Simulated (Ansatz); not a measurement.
**Fields on a plane of NbN (space group P6_3/mmc)**

```
CELL_PARAMETERS angstrom
      2.94710     0.00000     0.00000
     -1.47355     2.55227     0.00000
      0.00000     0.00000    11.08981
ATOMIC_POSITIONS crystal
  Nb 0.66667 0.33333 0.87820
  Nb 0.33333 0.66667 0.12180
  Nb 0.33333 0.66667 0.37820
  Nb 0.66667 0.33333 0.62180
  N  0.00000 0.00000 0.00000
  N  0.00000 0.00000 0.50000
  N  0.66667 0.33333 0.25000
  N  0.33333 0.66667 0.75000
```

The slice is a (0001) plane (indices of the conventional cell) through the point (0.000, 0.000, 0.000) (fractional), spanned by u = [110] and v = [1 -1 0] in vectors of this cell: u (2.95 Å) and v (5.10 Å, at 90° to u). It covers one period; positions are fractions (u, v).

Atoms on it: N at (0.00, 0.00); N at (0.50, 0.50).

The numbers are results of LDA (plane waves to 420 eV, PAW, scalar-relativistic; Ansatz, a first-principles code), not measurements. k mesh 18×18×5. Inside the PAW spheres the values are not all-electron values, and peaks at nuclei hang on which shells count as valence. NbN is run without spin polarisation. NbN was relaxed with its symmetry unable to fall.

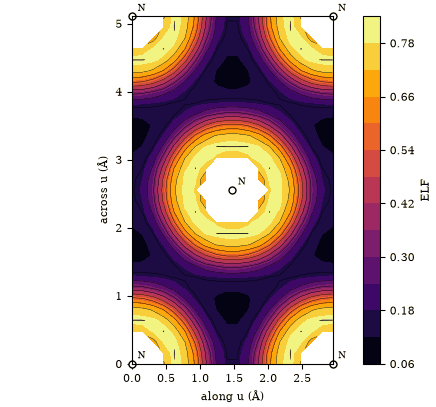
Electron localisation function (ELF), one period of the plane, atoms marked. Points within 0.4 Å of a nucleus are left white, as the pseudised field means little there.

```
|xxxxxx=%@%%@%=xxxxx|
|xxxxxx+%#**#%+xxxxx|
|xxxxx:*#+==+#*:xxxx|
|xxxxx+#+-..-+#+xxxx|
|xxx=*%#=.  .=#%*=xx|
|=+*%@@#=.  .=#@@%*+|
|*#%@@%#+-::-+#%@@%#|
|++*#%@%#*++*#%@%#*+|
|::=*%@@@%##%@@@%*=:|
| .-+%@%#+==+#%@%+-.|
|  -+%#+xxxxxx+#%+- |
|.:=**=xxxxxxxx=**=:|
|-=*#=xxxxxxxxxx=#*=|
|*#%#:xxxxxxxxxx:#%#|
|%%@#xxxxxxxxxxxx#@%|
|@@@#xxxxxxxxxxxx#@@|
|%%@#xxxxxxxxxxxx#@%|
|*#%#:xxxxxxxxxx:#%#|
|-=*#=xxxxxxxxxx=#*=|
|.:=**=xxxxxxxx=**=:|
|  -+%#+xxxxxx+#%+- |
| .-+%@%#+==+#%@%+-.|
|::=*%@@@%##%@@@%*=:|
|++*#%@%#*++*#%@%#*+|
|*#%@@%#+-::-+#%@@%#|
|=+*%@@#=.  .=#@@%*+|
|xxx=*%#=.  .=#%*=xx|
|xxxxx+#+-..-+#+xxxx|
|xxxxx:*#+==+#*:xxxx|
|xxxxxx+%#**#%+xxxxx|
|xxxxxx=%@%%@%=xxxxx|
|xxxxxx=@@@@@@=xxxxx|
```
Scale: ten equal steps from 10.84 (start of ' ') to 12.51 (end of '@'), in the order ' .:-=+*#%@'. Values: electrostatic potential energy of an electron, from the cell's mean, in eV. The map has 19 points along u (one character each, u = 0 at the left) and 32 along v (v = 0 in the bottom row). Points within 0.9 Å of a nucleus are blanked (x), as the pseudised field means little there. The zero, the cell's mean, hangs on the PAW cores.
